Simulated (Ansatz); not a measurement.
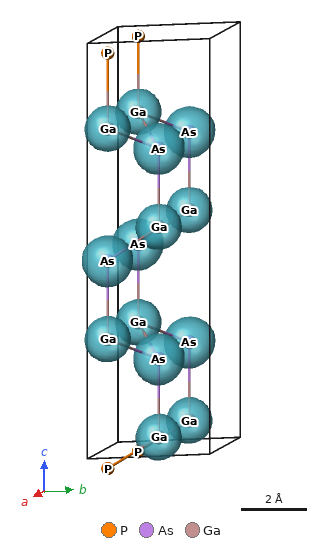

Figure. Ga4As3P. Isosurface of the valence pseudo-density at 1 e/Å³ (cyan), seen slightly off an axis. Sticks mark near contacts.

Space group P3m1; started from the ordered alloy on wurtzite lattice prototype, which need not be the ambient phase.

The calculation used Ansatz, DFT, r2SCAN, plane waves, PAW.

### How is the density connected at this value?

At this value the density breaks into separate islands; it holds about 65 % of the electrons treated as valence (semicore included). It bridges none of the near contacts. It is pinched off along the sampled Ga–P (2.37 Å) and Ga–As (2.44 Å) contacts. On the grid the lowest density along these lines, outside the cores, is 0.53 e/Å³ (Ga–P, 2.37 Å) and 0.49 e/Å³ (Ga–As, 2.44 Å).
